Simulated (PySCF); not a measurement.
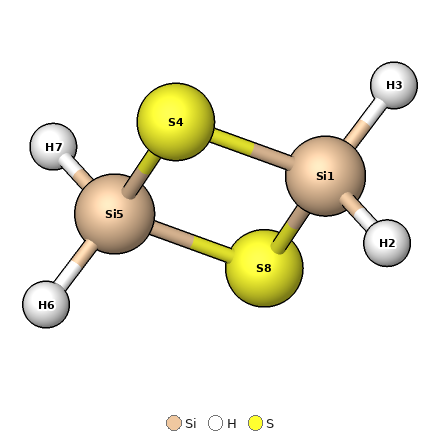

Si₂H₄S₂. Vertical core-electron binding energies by ΔSCF (SCAN, pcX-2 on the ionised atom, pcseg-1 elsewhere, spin-free X2C; PySCF, at a PBE0-D3(BJ)/def2-SVP geometry (no frequency check)), gas phase, against the vacuum level. One atom of each kind was ionised; within a panel, areas follow the number of like atoms and 2j + 1 (2p levels are split by first-order spin-orbit coupling, an approximation), Gaussians of 0.4 eV full width. Only the regions named are shown.

Q: Predict the S 2p photoelectron lines.

A:
```
  level   atoms  binding energy (eV)
S 2p1/2  S4, S8                170.3
S 2p3/2  S4, S8                169.0
```

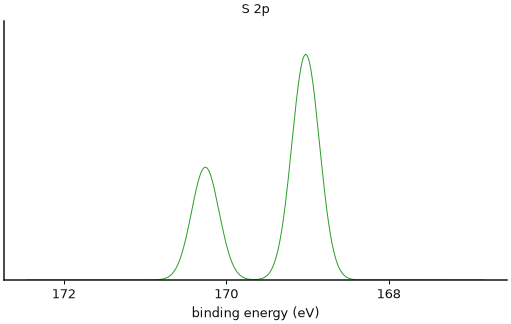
